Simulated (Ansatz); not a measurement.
The figure comes from a scan of CrCuO$_{2}$ (delafossite type, space group R-3m): the cell is scaled evenly about its relaxed volume V₀. Calculation: PBE (plane waves to 420 eV, PAW, scalar-relativistic; Ansatz, a first-principles code). k mesh 13×13×13 (Γ-centred), Fermi-Dirac smearing 0.05 eV. The energy includes the smearing's −TS. CrCuO2 is run spin-polarised and with no Hubbard U. CrCuO2 was relaxed with its symmetry unable to fall. Relaxed CrCuO2 ends ferromagnetic. Other magnetic orders were not checked, so this need not be the ground state. ΔE is measured from the relaxed starting cell.

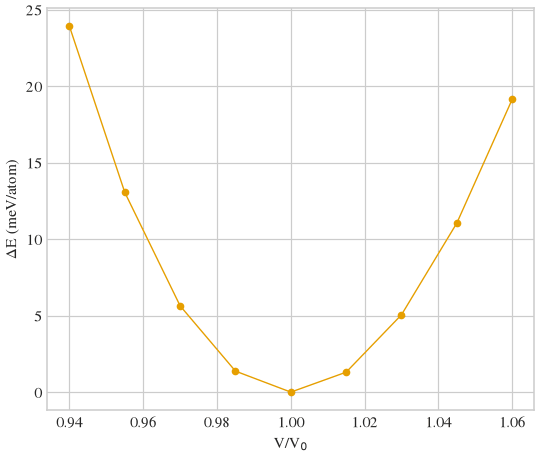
Figure. ΔE (meV/atom) against V/V₀; one marker a computed point.

### Question
Read the plotted values off the figure, to the accuracy that the plot allows.

### Answer
To the nearest 0.5:

```
V/V₀   ΔE (meV/atom)
-----  -------------
0.940           24.0
0.955           13.0
0.970            5.5
0.985            1.5
1.000            0.0
1.015            1.5
1.030            5.0
1.045           11.0
1.060           19.0
```

(Under strain, the slope of the energy per volume gives the stress and its curvature an elastic modulus.)
